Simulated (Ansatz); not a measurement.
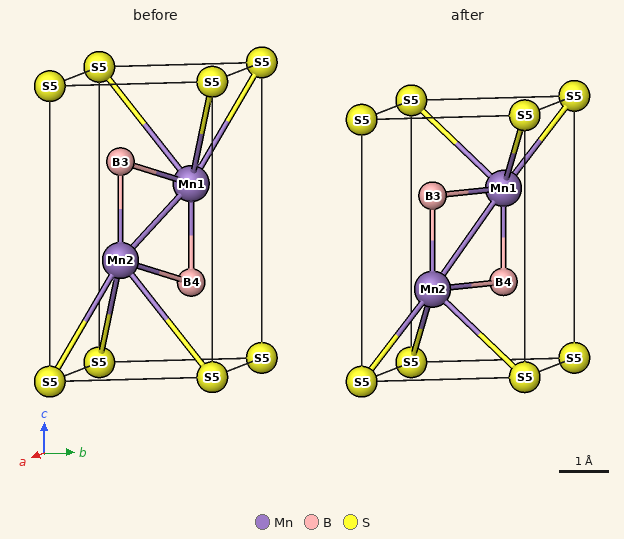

The structure of crystalline Mn$_{2}$B$_{2}$S (a generated structure, set up in P-3m1) (coarse preliminary run) before (left) and after (right) a relaxation, at one scale.

The picture is a ball-and-stick view of the cell of the calculation, seen slightly off an axis.

Method: DFT PBE, scalar-relativistic, plane waves, PAW (Ansatz).

The input:
```yaml
crystal:
  lattice:
    - [3.40257754, 0.0, 0.0]
    - [-1.70128877, 2.94671859, 0.0]
    - [0.0, 0.0, 6.08119047]
  atoms:
    - { symbol: Mn, position: [0.33333333, 0.66666667, 0.61664999], spin: 4.0 }
    - { symbol: Mn, position: [0.66666667, 0.33333333, 0.38335001], spin: 4.0 }
    - { symbol: B, position: [0.66666667, 0.33333333, 0.718005] }
    - { symbol: B, position: [0.33333333, 0.66666667, 0.281995] }
    - { symbol: S, position: [0.0, 0.0, 0.0] }
basis:
  ecutwfc: 420
kpoints:
  mp_grid: { grid: [6, 6, 4] }
hamiltonian:
  xc: pbe
scf:
  occupations: { method: gaussian, width: 0.1 }
  lower_state_search: "off"
output:
  forces: true
  stress: true
  eigenvalues: true
  populations: true
magnetization:
  spin_polarized: true
relax:
  adjacent_minimum: "off"
  f_tol: 0.04
  max_steps: 70
  cell: { stress_tol: 0.4 }
```

Launched with:
```bash
ansatz run input.yaml --threads 1 --pin off --max-ram 2560MiB --backend cpu --events-out ev --progress --plain --runs-dir out
```

Question: Summarise the run.

Answer: The largest moves relative to the cell, 0.33 Å, are those of Mn1 and Mn2. Mn1 goes along +c. By element the largest moves are Mn 0.33 Å, B 0.21 Å. S stays in place. The volume changes by −10.7 %, with a = b 3.403 → 3.415 Å (+0.4 %), c 6.081 → 5.392 Å (−11.3 %). Among the contacts that change: Mn1–S5 3.049 → 2.629 Å, Mn1–Mn2 2.423 → 2.747 Å, Mn1–B4 2.035 → 1.925 Å, Mn1–B3 2.059 → 1.971 Å. Bond angles that change, for instance: Mn1–B3–Mn2 72.6° → 89.7°, Mn1–B3–Mn1 111.4° → 120.0°. The space group stays P-3m1 (No. 164). Over 6 accepted moves (7 points after the start) the energy falls by 283 meV per atom. Largest force component: 2 eV/Å at the start, 0.02 eV/Å at the end. Pressure: −8.94 GPa at the start and 0.07 GPa at the end. The SCF was repeated once at an unchanged geometry on a basis and grid sized afresh for the cell, which shifted the energy by 0.4 meV per atom at most. The program noted that the starting moments weren't kept.
